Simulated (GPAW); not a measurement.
# Quasiparticle gap of Ga2S3 (Cc) in GPAW, part 2 of 2

Aim: the G0W0 gap of Ga2S3 (Cc) on LDA, step by step.

GPAW 26.7.0; LDA and many-body steps on it, plane waves. Known limits of the many-body steps: not at the basis limit; no spin-orbit coupling; coarse k mesh.

So far. Step 3 (Bands along the symmetry lines): The gap is 1.694 eV, as in the run before at this level. Step 4 (Empty states on the mesh, 4×4×2 mesh, 263 bands): On this mesh the gap is 1.695 eV.

**5. Screening and self-energy, 4×4×2 mesh, 253 bands, screening to 65 eV**

G0W0 replaces the xc potential by the self-energy, built once from these orbitals. Only a window of levels is corrected, while the sums run over the empty bands that the input names.

This step: G0W0 on LDA, plane waves, PAW.

run.py

```python
import json
import numpy as np
from gpaw.mpi import world
from gpaw.response.g0w0 import G0W0

gw = G0W0('full.gpw',
    filename='gw',
    kpts=[0],
    bands=(22, 26),
    ecut=65,
    nbands=253,
    integrate_gamma='WS',
    ppa=True)
gw.calculate()
res = {mode: {k: v for k, v in r.items() if k != 'sigma_eskwn'}
       for mode, r in gw.all_results.items()}

if world.rank == 0:
    with open('result.json', 'w') as f:
        json.dump(res, f, default=lambda x: x.tolist())
```

The run is started by

```bash
$ mpirun -n 8 gpaw python run.py
```

Numbers of over 12 decimals in the logs are rounded to 6 here.

The log of the run:

```text
Using integrator: PointIntegrator
FrequencyGridDescriptor(from 0.000+0.000j to 0.000+27.211j eV, 2 points)
Nonperiodic BCs:  [False False False]
Using integrator: PointIntegrator
FrequencyGridDescriptor(from 0.000+0.000j to 0.000+27.211j eV, 2 points)
Nonperiodic BCs:  [False False False]
  ___  _ _ _
 |   || | | |
 | | || | | |
 |__ ||_____|
 |___|

BZ k-points: Symmetries present (total): 1

  [... matrices ...]
32 k-points: 4 x 4 x 2 Monkhorst-Pack grid + [1/8,1/8,1/4]
20 k-points in the irreducible part of the Brillouin zone
       k-points in crystal coordinates                weights
   0:     0.00000000    0.00000000    0.00000000          1/32
   1:     0.00000000    0.00000000    0.50000000          1/32
   2:     0.00000000    0.25000000    0.00000000          2/32
   3:     0.00000000    0.25000000    0.50000000          2/32
   4:     0.00000000    0.50000000    0.00000000          1/32
   5:     0.00000000    0.50000000    0.50000000          1/32
   6:     0.25000000   -0.25000000    0.00000000          2/32
   7:     0.25000000   -0.25000000    0.50000000          2/32
   8:     0.25000000    0.00000000    0.00000000          2/32
   9:     0.25000000    0.00000000    0.50000000          2/32
          ...
  19:     0.50000000    0.50000000    0.50000000          1/32

Distributing spins, k-points and bands (1 x 1 x 4) over 8 processes
Number of blocks: 1

Quasi particle states:
k-points (IBZ indices): [0]
Band range: (22, 26)
  [... matrices ...]
Computational parameters:
Plane wave cut-off: 65 eV
Number of bands: 253
Coulomb cutoff: None
Broadening: 0.1 eV

fxc modes: GW
Kernel: RPA
Using Godby-Needs plasmon-pole approximation:
  Fitting energy: i*E0, E0 = 1.000 Hartree
Summing all q:

Calculating screened Coulomb potential
No Coulomb truncation
FrequencyGridDescriptor(from 0.000+0.000j to 0.000+27.211j eV, 2 points)
Removing empty qpoint cache files...

Calculating chi0 body with:
    Ground state adapter containing:
    Number of spins: 1
    Number of kpoints: 32
    Number of irreducible kpoints: 20
    Number of completely occupied states: 24
    Number of partially occupied states: 24
    Occupied states memory: 13.125 M / cpu

    Linear response parametrization:
    q_c: [0.0, 0.0, 0.0]
    Number of frequency points: 2
    Planewave cutoff: 65.0
    Number of bands: 253
    Number of planewaves: 265
    Broadening (eta): 1e-06
    comm.size: 8
    kncomm.size: 8
    blockcomm.size: 1

    Memory estimate of potentially large arrays:
        chi0_wGG: 2.143097 M / cpu
Integrating chi0 body.

Symmetries of q_c:
    Direct symmetries (Uq -> q): 1
    Indirect symmetries (TUq -> q): 1
In total 2 allowed symmetries.

  [... matrices ...]
20 groups of equivalent kpoints. 37.5% reduction.

Integral kind: response function
Integrating chi0 head and wings.

Symmetries of q_c:
    Direct symmetries (Uq -> q): 1
    Indirect symmetries (TUq -> q): 1
In total 2 allowed symmetries.

  [... matrices ...]
20 groups of equivalent kpoints. 37.5% reduction.

Integral kind: response function wings

Calculating chi0 body with:
    Ground state adapter containing:
    Number of spins: 1
    Number of kpoints: 32
    Number of irreducible kpoints: 20
    Number of completely occupied states: 24
    Number of partially occupied states: 24
    Occupied states memory: 13.125 M / cpu

    Linear response parametrization:
[... the further q-points ...]

Results:
f:      Occupation numbers
eps:     KS-eigenvalues [eV]
vxc:     KS vxc [eV]
exx:     Exact exchange [eV]
sigma:   Self-energies [eV]
dsigma:  Self-energy derivatives
Z:       Renormalization factors
qp:      QP-energies [eV]

k-point 0 (0): (0.000, 0.000, 0.000)                GW
band       f     eps     vxc     exx   sigma  dsigma       Z      qp
                                                                   GW
  22   1.000   3.353 -15.852 -18.437   2.195  -0.284   0.779   3.049
  23   1.000   3.888 -15.569 -18.304   2.308  -0.287   0.777   3.557
  24   0.000   5.583 -15.075 -10.464  -3.100  -0.244   0.804   6.798
  25   0.000   6.113 -14.390  -9.709  -3.176  -0.245   0.803   7.321
```

The job ended after 3.9 min (8 MPI ranks of Arm Neoverse V2, shared host; peak memory 3.9 GiB).

This step gave:

| Quantity | Value |
| --- | --- |
| G0W0 gap on the points computed | 3.241 eV |
| least direct G0W0 gap on the computed points | 3.241 eV |
| Z at the valence top | 0.7767 |
| Z at the conduction bottom | 0.8036 |
| starting gap on the mesh | 1.695 eV |
| k of the valence top | 0, 0, 0 |
| k of the conduction bottom | 0, 0, 0 |

The gap on the mesh goes from 1.69 eV to 3.24 eV, a correction of +1.55 eV.

Limits: finite bands, cutoff and mesh; no spin-orbit coupling; coarse k mesh. v1 is the top filled band, c1 the lowest empty one. Levels before and after the correction, in eV, zero at the valence-band top of each column:

|  | conduction bottom | valence top |
| --- | --- | --- |
| Kohn-Sham | 1.69 | 0.00 |
| G0W0 | 3.24 | 0.00 |

|  | level | energy (eV) |
| --- | --- | --- |
| Kohn-Sham | Γ v2 | -0.536 |
| Kohn-Sham | Γ v1 | 0.000 |
| Kohn-Sham | Γ c1 | 1.695 |
| Kohn-Sham | Γ c2 | 2.224 |
| G0W0 | Γ v2 | -0.508 |
| G0W0 | Γ v1 | 0.000 |
| G0W0 | Γ c1 | 3.241 |
| G0W0 | Γ c2 | 3.764 |

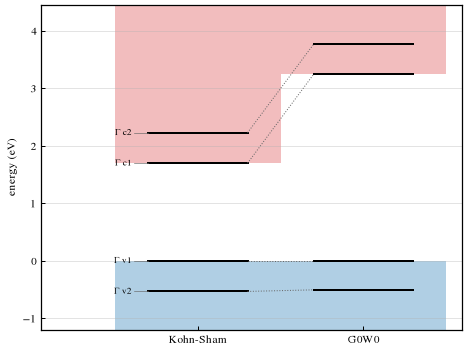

Levels before and after the correction. Shaded: valence and conduction bands.

**6. Where the time went**

Times are wall times on 8 MPI ranks of Arm Neoverse V2, shared host, good to a factor of about two.

| step | time | share | memory (GiB) |
| --- | --- | --- | --- |
| ground state | 23 s | 5 % | 1.6 |
| bands along the symmetry lines | 39 s | 8 % | 2.0 |
| empty states on the mesh | 2.8 min | 36 % | 2.2 |
| screening and self-energy | 3.9 min | 50 % | 3.9 |

**7. Summary of results**

```yaml
lda_gap: 1.69 eV, indirect (only 0 meV under the direct gap)
g0w0_gap_on_the_mesh: 3.24 eV
gw_settings: 4×4×2 mesh, 253 bands, screening to 65 eV, Godby-Needs plasmon pole
known_limits: not at the basis limit; no spin-orbit coupling; coarse k mesh
```

**Reading.** G0W0 moves the gap on the mesh from 1.69 eV to 3.24 eV (+1.55 eV), with Z of 0.78 and 0.80 at the edges. Only 1 of the mesh's irreducible points was corrected, so a valley elsewhere could overtake. Bands and cutoff are finite, so the gap is not at the basis limit. The miss can reach some tenths of an eV and take either sign; the mesh is an error of its own. These stock PAW sets were not made for GW; the filled d or f shell of Ga lies in the frozen core, which bears on start and correction. In the G0W0 run levels were corrected at 1 k point alone, so a gap called «on the mesh» is the least over those, and an edge elsewhere would be missed. The 4×4×2 mesh is coarse for this cell, which bears on the long-range parts of exchange and screening. The many-body steps are scalar-relativistic: spin-orbit coupling is not in them.

[Paths, hosts, dates, memory and timing lines, banners, echoed tables and standing remarks are left out of the program output.]

[Logs are printed without paths, hosts, clocks, repeated set-up lines and the standing remarks that a program may print on its own settings, such as how far it seeks lower states.]

[Runs of the session that timed out or met a known fault of the program may be left out.]

[Hosts, paths, dates, database ids (printed as entryN), source tags and the programs' standing remarks are cut or masked in the printed files.]
